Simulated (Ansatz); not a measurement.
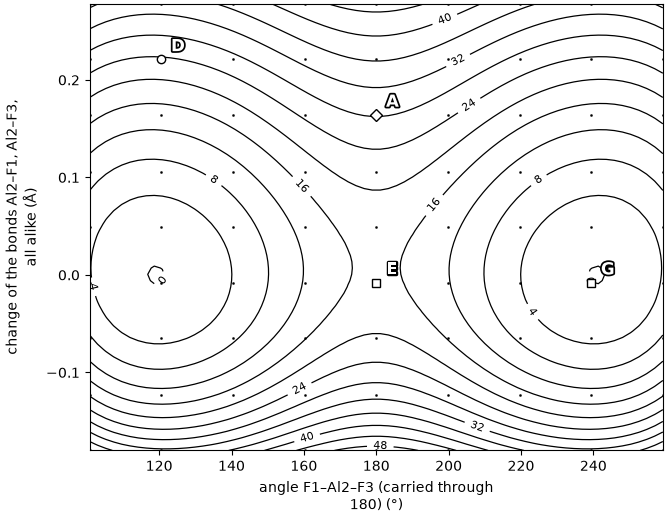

AlF₂, SMILES [F][Al][F], spin multiplicity 2. Coordinates scanned: (1) angle F1–Al2–F3 (carried through 180); (2) change of the bonds Al2–F1, Al2–F3, all alike. Nothing is relaxed (all other coordinates rigid). The grid has 9 × 9 points; 45 points were computed and 36 follow by symmetry. Points are written as (first, second). Energies: kcal/mol, counted from the lowest grid point. Theory: Ansatz 0.2.0, UKS r2SCAN0-D4/def2-TZVP.

In the figure: contour lines labelled in kcal/mol, dots at the grid points, lettered points. Between grid points the surface is interpolated.

> Is D the lowest point of the computed grid?

No. D lies 23.5 kcal/mol above the lowest grid point, which is at (120.6°, −0.008 Å).

> What kind of point is each of D, E, G: minimum, saddle, maximum or slope?

D: on a slope; E: saddle point; G: minimum. (In these two coordinates alone; a stationary point may lie a little off the grid point.)
